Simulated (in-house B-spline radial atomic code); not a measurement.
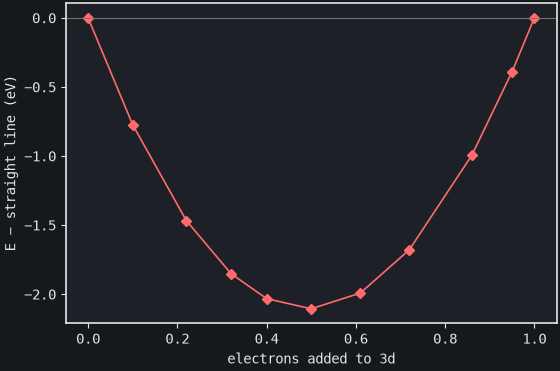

Method: non-relativistic exchange-only LDA (Slater), spin-polarised, spherical fractional occupations, point nucleus, basis-set limit; computed with an in-house B-spline radial code. The occupation of the 3d shell is varied from Mn³⁺ ([Ar] 3d4 (high spin)) to Mn²⁺ ([Ar] 3d5 (high spin)), with spherical fractional occupations. The plot shows the total energy less the straight line between the end points.

### What does the shape say about the method?

The curve is convex (below the straight line), with the largest deviation among the points computed, −2.11 eV, at 0.5. The end points differ by 33.3 eV, the energy to take the electron out. Convexity is the mark of the delocalisation error, which puts fractional charges too low; for p, d and f shells the spherical spreading of the fraction adds to it.
